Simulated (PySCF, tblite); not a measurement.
# Phosphine (PH3): isotopologues and vibrational averages

Aim: rotational constants, zero-point energies and shieldings of isotopologues of Phosphine (PH3) (`P`).

Programs: PySCF 2.14.0 with density-fitted response routines of our own, and tblite 0.8.0. All values are computed, except where a source is named. Atoms count from 0 throughout.

## 1. The starting structure

4 atoms, charge 0, multiplicity 1; geometry from: force field or distance geometry start.

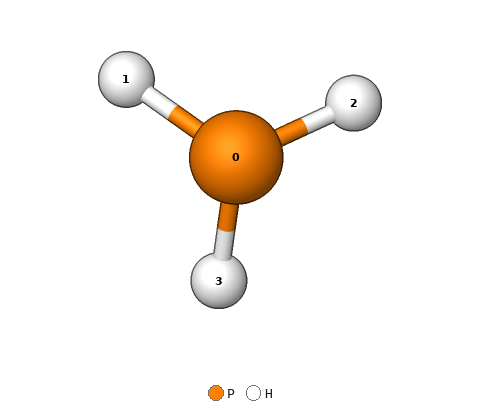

The starting geometry (phosphorus orange, hydrogen white), atoms numbered.

## 2. GFN2-xTB relaxation, lowest of a short conformer search

What the job is given:

```
{"job": {"xc": "GFN2-xTB", "basis": "xTB", "kind": "relax"}, "charge": 0, "multiplicity": 1}
P      0.033900    -0.001400     0.382200
H     -0.622400     1.229300    -0.179300
H      1.379200    -0.105000    -0.124700
H     -0.749800    -1.103800    -0.169600
```

Started as:

```
$ OMP_NUM_THREADS=1 python ens_run.py task.json out
```

The driver reads the study from task.json and runs its stages one after another.

Output:

```text
step      E/eV     max force
  0    -108.91349    1.946
  1    -109.06606    1.702
  2    -109.56800    1.536
  3    -109.61010    0.784
  4    -109.63031    0.134
  5    -109.63069    0.068
  6    -109.63090    0.037
  7    -109.63097    0.038
  8    -109.63114    0.040
  9    -109.63118    0.019
 10    -109.63119    0.003
```

Wall time 0.03 s (1 thread of AMD EPYC 9R45, shared host).

Gain 0.718 eV; displacement 0.21 Å root mean square.

## 3. Tight optimisation and Hessian

What the job is given:

```
{"job": {"xc": "PBE0", "basis": "pcSseg-2", "grid": 2, "temperatures": [300, 700], "kind": "geom"}, "charge": 0, "multiplicity": 1}
P     -0.000746     0.008654     0.553137
H     -0.493636     1.040307    -0.231496
H      1.165463    -0.075066    -0.192464
H     -0.630145    -0.954804    -0.220593
```

Output:

```text
step   0  E = -9334.1047339 eV  max force = 1.02388
step   1  E = -9334.1423951 eV  max force = 0.25168
step   2  E = -9334.1439726 eV  max force = 0.03228
step   3  E = -9334.1439950 eV  max force = 0.00129
step   4  E = -9334.1439950 eV  max force = 0.00129
step   5  E = -9334.1439952 eV  max force = 0.00015
harmonic wavenumbers (cm-1): 1001.9 1132.9 1133.3 2410.0 2422.6 2422.7
```

Run time: 18 s. Hardware: 1 thread of AMD EPYC 9R45, shared host; peak memory 0.34 GiB.

## 4. Displacements along the modes, parent

What the job is given:

```
{"job": {"xc": "PBE0", "basis": "pcSseg-2", "grid": 2, "temperatures": [300, 700], "kind": "vib", "mass_numbers": [31, 1, 1, 1]}, "charge": 0, "multiplicity": 1}
P     -0.000745     0.008692     0.555398
H     -0.510157     1.073803    -0.232789
H      1.202775    -0.077702    -0.192473
H     -0.650937    -0.985703    -0.221552
```

Output:

```text
mode    cm-1    km/mol   phi_rrr   E(+)/cm-1  E(-)/cm-1
  1   1001.88    19.10     -80.3     177.40     183.19
  2   1132.87    11.08      26.0     204.88     202.91
  3   1133.31    11.08      27.4     204.94     202.95
  4   2409.96    32.21    -798.2     406.29     463.72
  5   2422.63    60.81    -401.5     423.52     452.28
  6   2422.73    60.81     389.2     451.89     423.96
```

It took 11 s on 1 thread of AMD EPYC 9R45, shared host; peak memory 0.34 GiB.

## 5. Displacements along the modes, 2H at atom 1

What the job is given:

```
{"job": {"xc": "PBE0", "basis": "pcSseg-2", "grid": 2, "temperatures": [300, 700], "kind": "vib", "mass_numbers": [31, 2, 1, 1]}, "charge": 0, "multiplicity": 1}
P     -0.000745     0.008692     0.555398
H     -0.510157     1.073803    -0.232789
H      1.202775    -0.077702    -0.192473
H     -0.650937    -0.985703    -0.221552
```

Output:

```text
mode    cm-1    km/mol   phi_rrr   E(+)/cm-1  E(-)/cm-1
  1    898.86    13.85      55.4     163.93     159.87
  2    979.66    10.71      -0.5     176.42     176.36
  3   1107.60    10.36     -43.0     197.73     200.92
  4   1736.58    26.73     839.9     344.70     284.28
  5   2414.04    41.89     974.7     471.39     401.34
  6   2422.65    60.91     -16.2     437.31     438.51
```

It took 11 s on 1 thread of AMD EPYC 9R45, shared host; peak memory 0.34 GiB.

## 6. Displacements along the modes, 2H at atom 1, 2H at atom 2

What the job is given:

```
{"job": {"xc": "PBE0", "basis": "pcSseg-2", "grid": 2, "temperatures": [300, 700], "kind": "vib", "mass_numbers": [31, 2, 2, 1]}, "charge": 0, "multiplicity": 1}
P     -0.000745     0.008692     0.555398
H     -0.510157     1.073803    -0.232789
H      1.202775    -0.077702    -0.192473
H     -0.650937    -0.985703    -0.221552
```

Output:

```text
mode    cm-1    km/mol   phi_rrr   E(+)/cm-1  E(-)/cm-1
  1    770.71     8.14      31.8     139.83     137.54
  2    919.95    13.95     -17.3     165.05     166.35
  3    988.58     5.92       0.6     178.14     178.17
  4   1731.20    22.19    -591.0     291.28     333.81
  5   1741.69    31.48       5.6     314.68     314.20
  6   2418.32    51.47   -1382.4     389.38     488.65
```

Run time: 11 s. Hardware: 1 thread of AMD EPYC 9R45, shared host; peak memory 0.34 GiB.

## 7. Displacements along the modes, 2H at atom 1, 2H at atom 2, 2H at atom 3

What the job is given:

```
{"job": {"xc": "PBE0", "basis": "pcSseg-2", "grid": 2, "temperatures": [300, 700], "kind": "vib", "mass_numbers": [31, 2, 2, 2]}, "charge": 0, "multiplicity": 1}
P     -0.000745     0.008692     0.555398
H     -0.510157     1.073803    -0.232789
H      1.202775    -0.077702    -0.192473
H     -0.650937    -0.985703    -0.221552
```

Output:

```text
mode    cm-1    km/mol   phi_rrr   E(+)/cm-1  E(-)/cm-1
  1    730.54     9.97      45.7     133.13     129.83
  2    808.11     5.27      15.5     146.05     144.86
  3    808.42     5.27     -15.7     144.93     146.07
  4   1725.67    17.74    -483.5     293.83     328.63
  5   1741.68    31.51     231.8     322.73     306.13
  6   1741.75    31.51     253.0     323.53     305.37
```

Run time: 11 s. Hardware: 1 thread of AMD EPYC 9R45, shared host; peak memory 0.34 GiB.

## 8. Vibrational averages by isotopologue

What the job is given:

```
{"job": {"xc": "PBE0", "basis": "pcSseg-2", "grid": 2, "temperatures": [300, 700], "kind": "iso"}, "charge": 0, "multiplicity": 1}
P     -0.000745     0.008692     0.555398
H     -0.510157     1.073803    -0.232789
H      1.202775    -0.077702    -0.192473
H     -0.650937    -0.985703    -0.221552
```

Output:

```text
parent
  Be/MHz 133503.061 133498.379 117668.35
  B0/MHz 132107.843 132113.019 116457.595
  ZPE/cm-1 5261.7
  <sigma>(0 K)/ppm 568.676 28.958 28.958 28.958
2H at atom 1
  Be/MHz 129792.29 89346.651 83429.78
  B0/MHz 128689.463 88516.289 82631.056
  ZPE/cm-1 4779.7
  <sigma>(0 K)/ppm 569.772 29.042 28.973 28.973
2H at atom 1, 2H at atom 2
  Be/MHz 93620.759 81698.177 64827.315
  B0/MHz 92898.303 81127.428 64209.651
  ZPE/cm-1 4285.2
  <sigma>(0 K)/ppm 570.839 29.060 29.060 28.986
2H at atom 1, 2H at atom 2, 2H at atom 3
  Be/MHz 69246.648 69244.13 58879.402
  B0/MHz 68730.191 68731.642 58445.698
  ZPE/cm-1 3778.1
  <sigma>(0 K)/ppm 571.937 29.077 29.077 29.077
```

Wall time 63 s (1 thread of AMD EPYC 9R45, shared host); peak memory 0.34 GiB. This counts the whole study up to here.

Rotational constants (MHz) at equilibrium and in the ground state:

```
                            isotopologue                            Be                            B0  zero-point change (cm⁻¹)
                                  parent  133503.1, 133498.4, 117668.4  132107.8, 132113.0, 116457.6                       0.0
                            2H at atom 1    129792.3, 89346.7, 83429.8    128689.5, 88516.3, 82631.1                    -482.0
              2H at atom 1, 2H at atom 2     93620.8, 81698.2, 64827.3     92898.3, 81127.4, 64209.7                    -976.5
2H at atom 1, 2H at atom 2, 2H at atom 3     69246.6, 69244.1, 58879.4     68730.2, 68731.6, 58445.7                   -1483.6
```

Shieldings of the first species (ppm): at equilibrium, the vibrational parts at 0 K, and the averages:

```
atom  equilibrium  anharmonic  harmonic     0 K   300 K   700 K
  P0       579.68       -7.86     -3.14  568.68  568.28  568.32
  H1        29.37       -0.32     -0.10   28.96   28.94   28.88
  H2        29.37       -0.32     -0.10   28.96   28.94   28.88
  H3        29.37       -0.32     -0.10   28.96   28.94   28.88
```

Isotope effects on the shieldings at 0 K (ppb; positive means more shielded):

```
atom  2H at atom 1  2H at atom 1, 2H at atom 2  2H at atom 1, 2H at atom 2, 2H at atom 3
  P0          1096                        2163                                      3261
  H1            84                         102                                       119
  H2            15                         102                                       119
  H3            15                          29                                       119
```

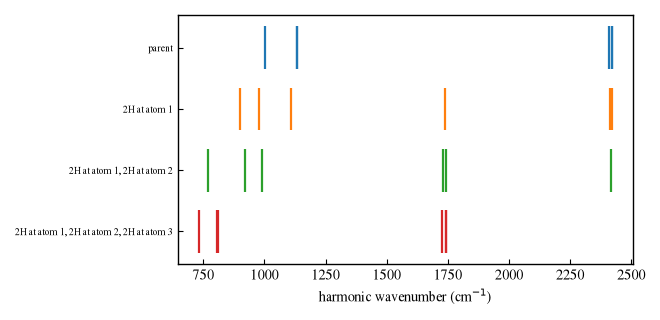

Harmonic wavenumbers of each isotopologue.

## 9. Tight optimisation and Hessian, xc B3LYP; basis 6-311G**

What the job is given:

```
{"job": {"xc": "B3LYP", "basis": "6-311G**", "grid": 2, "temperatures": [300, 700], "j": false, "kind": "geom"}, "charge": 0, "multiplicity": 1}
P     -0.000746     0.008654     0.553137
H     -0.493636     1.040307    -0.231496
H      1.165463    -0.075066    -0.192464
H     -0.630145    -0.954804    -0.220593
```

Output:

```text
step   0  E = -9338.1595009 eV  max force = 1.10662
step   1  E = -9338.2077163 eV  max force = 0.26166
step   2  E = -9338.2095029 eV  max force = 0.03598
step   3  E = -9338.2095305 eV  max force = 0.00092
step   4  E = -9338.2095305 eV  max force = 0.00092
step   5  E = -9338.2095307 eV  max force = 0.00014
harmonic wavenumbers (cm-1): 1023.4 1141.8 1142.4 2384.8 2393.7 2393.7
```

Run time: 8.2 s. Hardware: 1 thread of AMD EPYC 9R45, shared host; peak memory 0.34 GiB.

## 10. Displacements along the modes, xc B3LYP; basis 6-311G**; parent

What the job is given:

```
{"job": {"xc": "B3LYP", "basis": "6-311G**", "grid": 2, "temperatures": [300, 700], "j": false, "kind": "vib", "mass_numbers": [31, 1, 1, 1]}, "charge": 0, "multiplicity": 1}
P     -0.000728     0.008656     0.554014
H     -0.512762     1.079210    -0.232423
H      1.208757    -0.078054    -0.191899
H     -0.654331    -0.990721    -0.221108
```

Output:

```text
mode    cm-1    km/mol   phi_rrr   E(+)/cm-1  E(-)/cm-1
  1   1023.38    32.88     -79.2     181.30     187.01
  2   1141.82    14.73     -21.8     204.72     206.24
  3   1142.36    14.73      32.2     206.74     204.35
  4   2384.84    46.45    -808.3     401.44     459.58
  5   2393.67    79.58    -159.3     426.92     438.40
  6   2393.73    79.57     547.1     452.28     413.07
```

It took 4.7 s on 1 thread of AMD EPYC 9R45, shared host; peak memory 0.34 GiB.

## 11. Displacements along the modes, xc B3LYP; basis 6-311G**; 2H at atom 1

What the job is given:

```
{"job": {"xc": "B3LYP", "basis": "6-311G**", "grid": 2, "temperatures": [300, 700], "j": false, "kind": "vib", "mass_numbers": [31, 2, 1, 1]}, "charge": 0, "multiplicity": 1}
P     -0.000728     0.008656     0.554014
H     -0.512762     1.079210    -0.232423
H      1.208757    -0.078054    -0.191899
H     -0.654331    -0.990721    -0.221108
```

Output:

```text
mode    cm-1    km/mol   phi_rrr   E(+)/cm-1  E(-)/cm-1
  1    917.01    23.59     -54.1     163.19     167.15
  2    986.80    13.69       1.1     177.66     177.68
  3   1118.59    15.23      40.9     202.74     199.73
  4   1716.71    35.96     849.1     341.44     280.40
  5   2387.62    57.69     986.1     467.05     396.20
  6   2393.70    79.71      -4.8     432.52     432.82
```

Wall time 4.6 s (1 thread of AMD EPYC 9R45, shared host); peak memory 0.34 GiB.

## 12. Vibrational averages by isotopologue, second settings

What the job is given:

```
{"job": {"xc": "B3LYP", "basis": "6-311G**", "grid": 2, "temperatures": [300, 700], "j": false, "kind": "iso"}, "charge": 0, "multiplicity": 1}
P     -0.000728     0.008656     0.554014
H     -0.512762     1.079210    -0.232423
H      1.208757    -0.078054    -0.191899
H     -0.654331    -0.990721    -0.221108
```

Output:

```text
parent
  Be/MHz 133015.939 133007.957 116489.019
  B0/MHz 131498.869 131506.339 115191.349
  ZPE/cm-1 5239.9
  <sigma>(0 K)/ppm 550.131 29.223 29.223 29.223
2H at atom 1
  Be/MHz 129200.576 88944.799 82727.58
  B0/MHz 127979.363 88052.151 81879.424
  ZPE/cm-1 4760.2
  <sigma>(0 K)/ppm 551.393 29.310 29.239 29.239
```

Run time: 18 s. Hardware: 1 thread of AMD EPYC 9R45, shared host; peak memory 0.34 GiB. This counts the runs that the step sums up.

Rotational constants (MHz) at equilibrium and in the ground state:

```
isotopologue                            Be                            B0  zero-point change (cm⁻¹)
      parent  133015.9, 133008.0, 116489.0  131498.9, 131506.3, 115191.3                       0.0
2H at atom 1    129200.6, 88944.8, 82727.6    127979.4, 88052.2, 81879.4                    -479.7
```

Shieldings of the first species (ppm): at equilibrium, the vibrational parts at 0 K, and the averages:

```
atom  equilibrium  anharmonic  harmonic     0 K   300 K   700 K
  P0       562.90       -9.04     -3.73  550.13  549.67  549.50
  H1        29.65       -0.34     -0.09   29.22   29.20   29.14
  H2        29.65       -0.34     -0.09   29.22   29.20   29.14
  H3        29.65       -0.34     -0.09   29.22   29.20   29.14
```

Isotope effects on the shieldings at 0 K (ppb; positive means more shielded):

```
atom  2H at atom 1
  P0          1262
  H1            87
  H2            16
  H3            16
```

## 13. What came out

| quantity | value |
| --- | --- |
| point group | C3v |
| B0 of the first species | 132107.8, 132113.0, 116457.6 MHz |
| zero-point energy | 5262 cm⁻¹ |
| zero-point change of σ(P0) | -11.00 ppm |

**Reading.** Zero-point motion changes the shielding of P0 most, by -11.00 ppm. The largest secondary isotope effect is 3261 ppb on P0, 1 bond from the change (2H at atom 1, 2H at atom 2, 2H at atom 3).
